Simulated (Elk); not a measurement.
**MnRh: spin-spiral energies**

Wanted: E(q) for MnRh and its minimum.

Program: Elk 11.2.3 (patched build). Level of theory: LDA (Perdew-Zunger); all-electron APW+lo, Dirac cores, scalar-relativistic bands. Results are calculated unless marked as measured.

## (1) Set-up

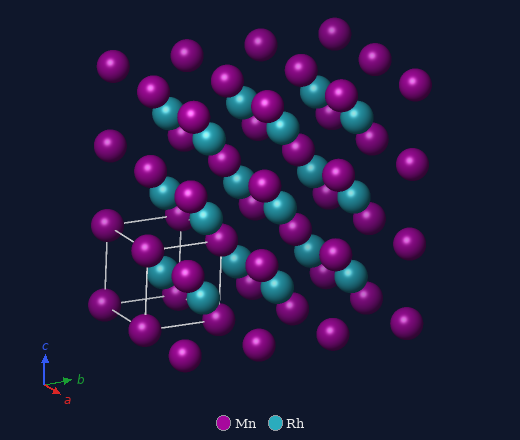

The starting structure, seen slightly off an axis (manganese purple, rhodium blue). 2×3×3 cells are drawn. Some periodic images of atoms are drawn too.

Structure file:

```cif
data_structure
_symmetry_space_group_name_H-M 'P 1'
_symmetry_Int_Tables_number 1
_cell_length_a 3.0440
_cell_length_b 3.0440
_cell_length_c 3.0440
_cell_angle_alpha 90.000
_cell_angle_beta 90.000
_cell_angle_gamma 90.000
_cell_volume 28.21
loop_
_atom_site_label
_atom_site_type_symbol
_atom_site_fract_x
_atom_site_fract_y
_atom_site_fract_z
_atom_site_occupancy
Mn1 Mn 0.00000 0.00000 0.00000 1
Rh2 Rh 0.50000 0.50000 0.50000 1
```

## (2) The state at q = 0

The energies of all spirals count from this run, made with the same spinor basis and mesh so that errors cancel.

The moments start as ferro +, in the xy plane (a flat spiral, cone angle 90°).

The last three numbers of an atom's line are a seed field in its sphere. It points against the wanted moment and shrinks by the factor reducebf each loop.

elk.in reads:

```
tasks
  0
  33
  73

xctype
  100 1 9

rgkmax
  7.0

nempty
  12

swidth
  0.002

reducebf
  0.5

epsengy
  1e-06

maxscl
  100

lmaxi
  2

spinsprl
  .true.

spinpol
  .true.

vqlss
  0.000000 0.000000 0.000000

sppath
  './'

avec
  5.75232632336 0.00000000000 0.00000000000
  0.00000000000 5.75232632336 0.00000000000
  0.00000000000 0.00000000000 5.75232632336

atoms
  2
  'Mn.in'
  1
  0.0000000000 0.0000000000 0.0000000000   -0.105000 0.000000 0.000000
  'Rh.in'
  1
  0.5000000000 0.5000000000 0.5000000000   0.000000 0.000000 0.000000

ngridk
  8 8 8

plot3d
  0 0 0
  1 0 0
  0 1 0
  0 0 1
  16 16 16
```

The run is started by

```
$ OMP_NUM_THREADS=2 elk
```

Numbers of over 12 decimals in the logs are rounded to 6 here.

What it wrote:

```text
┌─────────────────────────┐
│ Elk code version 11.2.3 │
└─────────────────────────┘

All units are atomic (Hartree, Bohr, etc.)

┌─────────────────────────────────────────────────┐
│ Ground-state run starting from atomic densities │
└─────────────────────────────────────────────────┘

Lattice vectors :
   5.752326323       0.000000000       0.000000000
   0.000000000       5.752326323       0.000000000
   0.000000000       0.000000000       5.752326323

Reciprocal lattice vectors :
   1.092285965       0.000000000       0.000000000
   0.000000000       1.092285965       0.000000000
   0.000000000       0.000000000       1.092285965

Unit cell volume      :    190.3402106
Brillouin zone volume :    1.303193964

Muffin-tin inner radius fraction :   0.1000000000E-01

Nuclei treated as point charges

Species : 1 (Mn)
 parameters loaded from : Mn.in
 name : manganese
 nuclear charge    :   -25.00000000
 electronic charge :    25.00000000
 atomic mass :    100145.9370
 muffin-tin radius :    2.367197149
 number of radial points in muffin-tin :    497
 inner part over the whole radius :   0.9838391674E-02
 number on inner part of muffin-tin    :    350
 approximate nuclear radius :   0.7074591925E-04
 number of mesh points to nuclear radius :    166
 atomic positions (lattice), magnetic fields (Cartesian) :
  1 :   0.00000000  0.00000000  0.00000000   -0.10500000  0.00000000  0.00000000

Species : 2 (Rh)
 parameters loaded from : Rh.in
 name : rhodium
 nuclear charge    :   -45.00000000
 electronic charge :    45.00000000
 atomic mass :    187585.2511
 muffin-tin radius :    2.564463578
 number of radial points in muffin-tin :    597
 inner part over the whole radius :   0.9971196642E-02
 number on inner part of muffin-tin    :    425
 approximate nuclear radius :   0.8524867730E-04
 number of mesh points to nuclear radius :    212
 atomic positions (lattice), magnetic fields (Cartesian) :
  1 :   0.50000000  0.50000000  0.50000000    0.00000000  0.00000000  0.00000000

Total number of atoms per unit cell :    2
Total muffin-tin volume :    126.2082717
 ratio of muffin-tin to unit cell volume :   0.6630667861

Spin treatment :
 spin-polarised
 global magnetic field (Cartesian) :    0.000000000       0.000000000       0.000000000
 non-collinear magnetisation
 spin-spiral state assumed
  q-vector (lattice)   :    0.000000000       0.000000000       0.000000000
  q-vector (Cartesian) :    0.000000000       0.000000000       0.000000000
  q-vector length      :    0.000000000

Number of Bravais lattice symmetries :   48
Number of crystal symmetries         :   48
Crystal has inversion symmetry
Real symmetric eigensolver will be used

k-point grid :      8     8     8
k-point offset :    0.000000000       0.000000000       0.000000000
k-point set is reduced with full crystal symmetry group
Total number of k-points :       35

Muffin-tin radius times maximum |G+k| :    7.000000000
 using average radius
Maximum |G+k| for APW functions       :    2.838800310
Maximum (1/2)|G+k|²                   :    4.029393600
Maximum |G| for potential and density :    12.00000000
Constant for pseudocharge density :    8
 order of it for each species :   15  15
 order of it for pair densities of each species (exact exchange by exxq0 0: 15) :    9  11
Radial integration step length :    1

G-vector grid sizes :     24    24    24
Number of G-vectors :     5497

Maximum angular momentum used for
 APW functions            :    8
 outer part of muffin-tin :    6
 inner part of muffin-tin :    2

Total nuclear charge    :   -70.00000000
Total core charge       :    38.00000000
Total valence charge    :    32.00000000
Total excess charge     :    0.000000000
Total electronic charge :    70.00000000

Effective Wigner radius, rₛ :   0.8658605748

Number of empty states         :     24
Total number of valence states :     82
Total number of core states    :     38

Third-order local-orbitals added for an l without core states : T
Total number of local-orbitals :     41

Using Libxc version 7.0.0
Exchange-correlation functional :    100     1     9
 lda_x; lda_c_pz
 gradient requirement :    0
 local density approximation (LDA)

Smearing type :    3
 Fermi-Dirac
Smearing width :   0.2000000000E-02
Effective electronic temperature (K) :    631.5500496

Mixing type :    3
 Broyden mixing, J. Phys. A: Math. Gen. 17, L317 (1984)

Kohn-Sham potential initialised from atomic data

┌──────────────────────────────┐
│ Self-consistent loop started │
└──────────────────────────────┘

┌─────────────────┐
│ Loop number : 1 │
└─────────────────┘

Energies :
 Fermi                       :     0.200522
 sum of occupied eigenvalues :     -3531.1642814749
 electron kinetic            :      6143.0992234103
 core electron kinetic       :      5879.7934774306
 Coulomb                     :     -11895.842062955
 Coulomb potential           :     -9443.6932804587
 nuclear-nuclear             :     -810.38467976315
 electron-nuclear            :     -12754.671177209
 Hartree                     :      1669.2137940166
 Madelung                    :     -7173.9954227258
 xc potential                :     -230.46441282717
 xc effective B-field        :    -0.96944426984695E-01
 external B-field            :      0.000000
 exchange                    :     -177.65134206590
 correlation                 :     -6.341293
 electron entropic           :    -0.11012122595485E-02
 total energy                :     -5936.7365756800
 (external B-field energy excluded from total)

Density of states at Fermi energy :    86.94813198
 (states/Hartree/unit cell)

Estimated indirect band gap :   0.1045292313E-03
 from k-point 4 to k-point 31
Estimated direct band gap   :   0.4920616774E-03
 at k-point 12

Charges :
 core                        :    38.00000000
 valence                     :    32.00000000
 interstitial                :    2.484068746
 muffin-tins (core leakage)
  species : 1 (Mn)
   atom 1                    :    24.97223807     ( -0.3583061366E-05)
  species : 2 (Rh)
   atom 1                    :    42.54369318     ( -0.5273447460E-05)
 total in muffin-tins        :    67.51593125
 total calculated charge     :    69.99976131
 total charge                :    70.00000000
 error                       :   0.2386882044E-03

Moments :
 interstitial                :   0.1849590815E-01 -0.5257036055E-11 -0.1321446615E-09
 muffin-tins
  species : 1 (Mn)
   atom 1                    :    2.348558275     -0.9952932788E-10 -0.4848585051E-10
  species : 2 (Rh)
   atom 1                    :   0.2762589157     -0.5409034236E-10 -0.2752210694E-09
 total in muffin-tins        :    2.624817191     -0.1536196702E-09 -0.3237069199E-09
 total moment                :    2.643313099     -0.1588767063E-09 -0.4558515814E-09

┌─────────────────┐
│ Loop number : 2 │
└─────────────────┘

Energies :
 Fermi                       :     0.202926
 sum of occupied eigenvalues :     -3531.2792039196
 electron kinetic            :      6143.3757992614
 core electron kinetic       :      5879.8232445765
 Coulomb                     :     -11896.288165688
 Coulomb potential           :     -9443.1139562025
 nuclear-nuclear             :     -810.38467976315
 electron-nuclear            :     -12756.197436709
 Hartree                     :      1670.2939507840
 Madelung                    :     -7174.7311875870
 xc potential                :     -231.43117447677
 xc effective B-field        :    -0.103648
 external B-field            :      0.000000
 exchange                    :     -177.64412650702
 correlation                 :     -6.340046
 electron entropic           :    -0.11260874621534E-02
 total energy                :     -5936.8976645750
 (external B-field energy excluded from total)

Density of states at Fermi energy :    87.74255489
 (states/Hartree/unit cell)

Estimated indirect band gap :   0.5112790135E-03
 from k-point 7 to k-point 14
Estimated direct band gap   :   0.3656164191E-02
 at k-point 17

Charges :
 core                        :    38.00000000
 valence                     :    32.00000000
 interstitial                :    2.478107987
 muffin-tins (core leakage)
  species : 1 (Mn)
   atom 1                    :    24.80912543     ( -0.3583061273E-05)
  species : 2 (Rh)
   atom 1                    :    42.71276658     ( -0.5273541522E-05)
 total in muffin-tins        :    67.52189201
 total calculated charge     :    69.99976247
 total charge                :    70.00000000
 error                       :   0.2375315246E-03

Moments :
 interstitial                :   0.2298777035E-01 -0.1572964573E-06  0.2446246892E-08
 muffin-tins
  species : 1 (Mn)
   atom 1                    :    2.436496108     -0.7851537121E-06 -0.6489603057E-08
  species : 2 (Rh)
   atom 1                    :   0.2758325668     -0.1245218512E-05 -0.1452062972E-06
 total in muffin-tins        :    2.712328675     -0.2030372224E-05 -0.1516959003E-06
 total moment                :    2.735316445     -0.2187668682E-05 -0.1492496534E-06

RMS change in Kohn-Sham potential (target) :   0.3740632631     (  0.1000000000E-05)
Absolute change in total energy (target)   :   0.1610888950     (  0.1000000000E-05)

[... loops 3 to 18 left out ...]

┌──────────────────┐
│ Loop number : 19 │
└──────────────────┘

Energies :
 Fermi                       :     0.306028
 sum of occupied eigenvalues :     -3526.2755075178
 electron kinetic            :      6151.7342255321
 core electron kinetic       :      5880.3492720592
 Coulomb                     :     -11904.474294638
 Coulomb potential           :     -9433.5336912434
 nuclear-nuclear             :     -810.38467976315
 electron-nuclear            :     -12782.790412011
 Hartree                     :      1688.7007971358
 Madelung                    :     -7187.7074490165
 xc potential                :     -244.27450629788
 xc effective B-field        :    -0.201535
 external B-field            :      0.000000
 exchange                    :     -178.13928213225
 correlation                 :     -6.341039
 electron entropic           :    -0.75201255542751E-03
 total energy                :     -5937.2211425849
 (external B-field energy excluded from total)

Density of states at Fermi energy :    60.14406079
 (states/Hartree/unit cell)

Estimated indirect band gap :   0.4417104530E-03
 from k-point 4 to k-point 12
Estimated direct band gap   :   0.3865760508E-02
 at k-point 21

Charges :
 core                        :    38.00000000
 valence                     :    32.00000000
 interstitial                :    2.194779300
 muffin-tins (core leakage)
  species : 1 (Mn)
   atom 1                    :    23.75601435     ( -0.3583061337E-05)
  species : 2 (Rh)
   atom 1                    :    44.04920635     ( -0.5274609546E-05)
 total in muffin-tins        :    67.80522070
 total calculated charge     :    69.99974221
 total charge                :    70.00000000
 error                       :   0.2577851506E-03

Moments :
 interstitial                :   0.8013773600E-01 -0.3058000342E-04 -0.4789653772E-06
 muffin-tins
  species : 1 (Mn)
   atom 1                    :    3.378662865     -0.9604883597E-03  0.2238054756E-06
  species : 2 (Rh)
   atom 1                    :   0.6275498065     -0.2707766116E-03 -0.1549792039E-04
 total in muffin-tins        :    4.006212672     -0.1231264971E-02 -0.1527411492E-04
 total moment                :    4.086350408     -0.1261844975E-02 -0.1575308030E-04

RMS change in Kohn-Sham potential (target) :   0.3743959417E-06 (  0.1000000000E-05)
Absolute change in total energy (target)   :   0.3145496521E-06 (  0.1000000000E-05)

Convergence targets achieved

┌──────────────────┐
│ Loop number : 20 │
└──────────────────┘

Energies :
 Fermi                       :     0.306028
 sum of occupied eigenvalues :     -3526.2755052348
 electron kinetic            :      6151.7342251260
 core electron kinetic       :      5880.3492742633
 Coulomb                     :     -11904.474292974
 Coulomb potential           :     -9433.5336903839
 nuclear-nuclear             :     -810.38467976315
 electron-nuclear            :     -12782.790409527
 Hartree                     :      1688.7007963168
 Madelung                    :     -7187.7074477817
 xc potential                :     -244.27450379549
 xc effective B-field        :    -0.201536
 external B-field            :      0.000000
 exchange                    :     -178.13928276067
 correlation                 :     -6.341039
 electron entropic           :    -0.75202225314255E-03
 total energy                :     -5937.2211418696
 (external B-field energy excluded from total)

Density of states at Fermi energy :    60.14477902
 (states/Hartree/unit cell)

Estimated indirect band gap :   0.4418092085E-03
 from k-point 4 to k-point 12
Estimated direct band gap   :   0.3865684288E-02
 at k-point 21

Charges :
 core                        :    38.00000000
 valence                     :    32.00000000
 interstitial                :    2.194779207
 muffin-tins (core leakage)
  species : 1 (Mn)
   atom 1                    :    23.75601436     ( -0.3583061451E-05)
  species : 2 (Rh)
   atom 1                    :    44.04920643     ( -0.5274610803E-05)
 total in muffin-tins        :    67.80522079
 total calculated charge     :    69.99974221
 total charge                :    70.00000000
 error                       :   0.2577853542E-03

Moments :
 interstitial                :   0.8013962278E-01 -0.3225060678E-04 -0.4742438393E-06
 muffin-tins
  species : 1 (Mn)
   atom 1                    :    3.378673393     -0.1031048680E-02  0.3859765697E-06
  species : 2 (Rh)
   atom 1                    :   0.6275362458     -0.2839142457E-03 -0.1547053078E-04
 total in muffin-tins        :    4.006209639     -0.1314962926E-02 -0.1508455421E-04
 total moment                :    4.086349261     -0.1347213532E-02 -0.1555879805E-04

┌──────────────────────────────┐
│ Self-consistent loop stopped │
└──────────────────────────────┘

Wrote STATE.OUT
```

Run time: 71 s. Hardware: 2 threads of Arm Neoverse V1, shared host; peak memory 0.11 GiB; 2.3 min of CPU time.

Spin moment in the muffin-tin sphere by atom:

```
atom  x (μB)  y (μB)  z (μB)  size
 Mn1    3.38    0.00    0.00  3.38
 Rh2    0.63    0.00    0.00  0.63
```

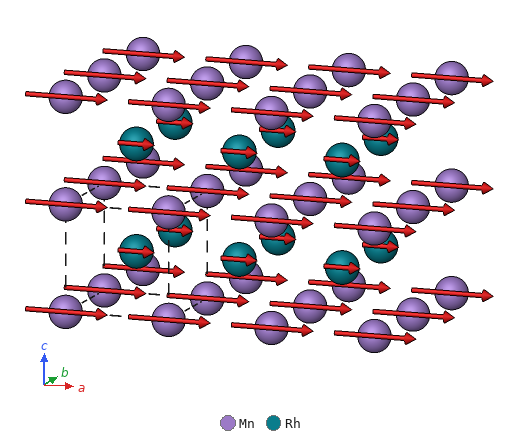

Spin moment in the muffin-tin sphere as arrows, the longest 3.38 μB. Each arrow also spans its atom, so small moments look longer than they are. 3×2×2 cells are drawn. Some periodic images of atoms are drawn too.

This step gave:

| Quantity | Value |
| --- | --- |
| density of states at the Fermi level | 2.210 states/eV/cell |
| moment between the spheres | 0.08014, 0, 0 μB |
| magnetization | 4.086, -0.001347, 0 μB |
| final state | ferromagnetic |

After 20 cycles the largest moment stands at 3.38 μB.

(Part 1 of 2 ends here.)

[Logs and program files are shortened in this print: banners, set-up blocks, solver, clock and traceback lines can be left out without a mark of their own.]

[Logs are printed without paths, hosts, clocks, repeated set-up lines and the standing remarks that a program may print on its own settings, such as how far it seeks lower states.]

[Hosts, paths, dates, database ids (printed as entryN), source tags and the programs' standing remarks are cut or masked in the printed files.]

[Where a cell is said to come from a database of computed structures, the database is the Materials Project.]
